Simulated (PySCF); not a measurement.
Ge(H)2(OH)2, H4GeO2, SMILES [OH][GeH2][OH], singlet at its PBE0/def2-SVP optimised geometry (Å):

```
7

Ge    -0.7866    -0.3021     0.0000
O      0.9895    -0.3021     0.0000
O     -1.4009    -1.1346    -1.4437
H     -1.1470     1.1893     0.0000
H     -1.3608    -1.1238     1.1616
H      1.3608    -1.1893     0.0561
H     -1.1614    -0.6855    -2.2617
```

Level of theory: PBE0/def2-TZVP (PySCF).

Map of the HOMO amplitude (bohr^(-3/2)) on the plane z = 1.2 Å; orbital energy -8.75 eV, overall sign arbitrary:

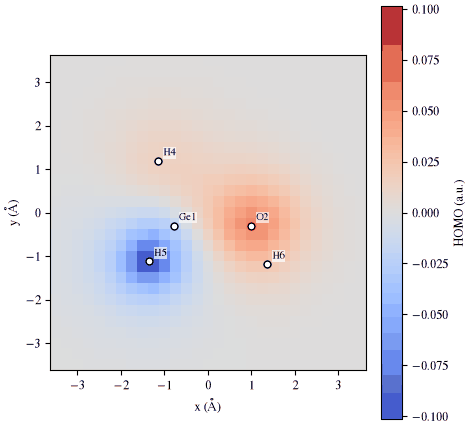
Figure. HOMO amplitude (bohr^(-3/2)) on the plane z = 1.2 Å.
